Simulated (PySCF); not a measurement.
# RbH: what the fields show

| atom | x (Å) | y (Å) | z (Å) |
| --- | --- | --- | --- |
| Rb | 0.0000 | 0.0000 | -0.0274 |
| H | 0.0000 | 0.0000 | 2.3066 |

All numbers below come from PySCF, PBE0/x2c-SVPall, spin-free X2C-1e, Gaussian nucleus, at a bond length of 2.334 Å.

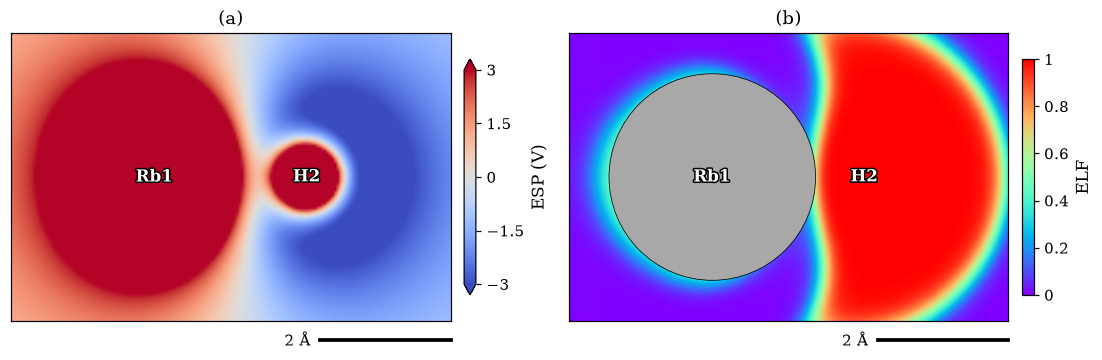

Figure 1. (a) electrostatic potential; (b) ELF on a plane that holds the molecular axis. Grey discs cover the atomic cores in the ELF map.

**Read the bonding off the picture.**

Atoms in the plane: Rb and H. Rb–H (2.33 Å): the ELF climbs to about 1 towards the hydrogen. Outside the dense part of the molecule the potential is most negative (−3.7 V) near H2.

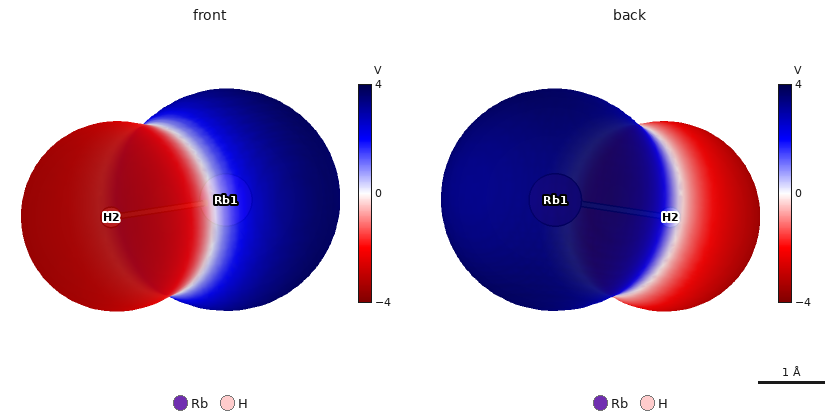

Figure 2. The electrostatic potential painted on the density surface at 0.004 e/bohr³, seen from the front and from behind; the colour scale runs from red (negative) to blue (positive).

**Where is the surface potential most negative and most positive?**

The most negative region (about −3.5 V, or −81 kcal/mol for a unit charge) lies over H2, the most positive (about +3.7 V, or +85 kcal/mol for a unit charge) over Rb1.
